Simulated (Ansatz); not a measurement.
**C3H7BO: small, medium and large basis sets**

How large a basis does C3H7BO need? Two functionals are run in growing sets.

Computed with Ansatz 0.2.0, Gaussian basis. Level: one geometry, several basis sets.

Levels to be run: PBE0-D4/def2-SVP; ωB97M-V/def2-SVP; PBE0-D4/def2-QZVPP; ωB97M-V/def2-QZVPP; the functionals' def2-TZVPP values are taken from earlier runs.

## 1. The geometry

All runs share one geometry, relaxed beforehand with PBE0-D4/def2-TZVP.

SMILES `CB(C)C=O`, 12 atoms, charge 0, spin multiplicity 1.

Atoms are counted from 1 here; the program's logs count them from 0.

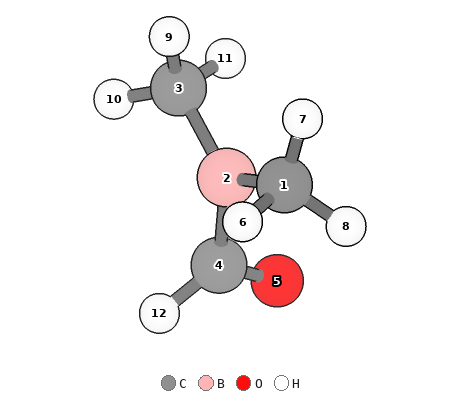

The geometry (carbon grey, boron pink, oxygen red, hydrogen white); atoms are numbered from 1 in the order of the file.

Coordinates:

```
C    -1.3627   -0.2595    0.6287
B     0.0145    0.0746   -0.0204
C     1.3213   -0.7367    0.2318
C     0.0868    1.2792   -1.0463
O    -0.1663    1.1021   -2.2192
H    -1.5395    0.4836    1.4207
H    -1.4092   -1.2447    1.0966
H    -2.1942   -0.1429   -0.0717
H     1.2957   -1.3566    1.1301
H     2.2359   -0.1384    0.2193
H     1.4045   -1.4201   -0.6274
H     0.3901    2.3045   -0.7082
```

## 2. PBE0-D4 in def2-SVP

in.yaml

```yaml
crystal:
  periodic: [false, false, false]
  atoms:
    - {symbol: C, position_ang: [-1.362682, -0.259513, 0.628739]}
    - {symbol: B, position_ang: [0.014541, 0.074601, -0.020433]}
    - {symbol: C, position_ang: [1.321343, -0.736686, 0.231835]}
    - {symbol: C, position_ang: [0.086818, 1.279158, -1.046338]}
    - {symbol: O, position_ang: [-0.166274, 1.102094, -2.219151]}
    - {symbol: H, position_ang: [-1.539486, 0.483572, 1.420705]}
    - {symbol: H, position_ang: [-1.409230, -1.244741, 1.096553]}
    - {symbol: H, position_ang: [-2.194245, -0.142881, -0.071727]}
    - {symbol: H, position_ang: [1.295657, -1.356627, 1.130106]}
    - {symbol: H, position_ang: [2.235924, -0.138395, 0.219296]}
    - {symbol: H, position_ang: [1.404466, -1.420147, -0.627444]}
    - {symbol: H, position_ang: [0.390071, 2.304466, -0.708241]}
basis:
  gaussian: {orbitals: def2-SVP}
hamiltonian: {xc: pbe0, dispersion: d4}
output: {orbitals: {seedname: orbitals}}
```

On the command line:

```console
> ansatz run in.yaml --threads 4 --pin off --events-out ev --progress --plain --max-ram 10444MiB
```

Further steps of the session: ωB97M-V in def2-SVP; PBE0-D4 in def2-QZVPP; ωB97M-V in def2-QZVPP.

**Question.** What will the summary of the whole plan be? Wanted: PBE0-D4: double and triple zeta above quadruple; ωB97M-V: double and triple zeta above quadruple.

**Answer**, as computed:

| quantity | value |
| --- | --- |
| PBE0-D4: double and triple zeta above quadruple | 7.01, 0.34 eV |
| ωB97M-V: double and triple zeta above quadruple | 7.32, 0.32 eV |

For PBE0-D4 the step from double to triple zeta gains 6.67 eV and the next only 0.34 eV. These are total energies; as a rule much of such shifts cancels in differences, which this series doesn't test.
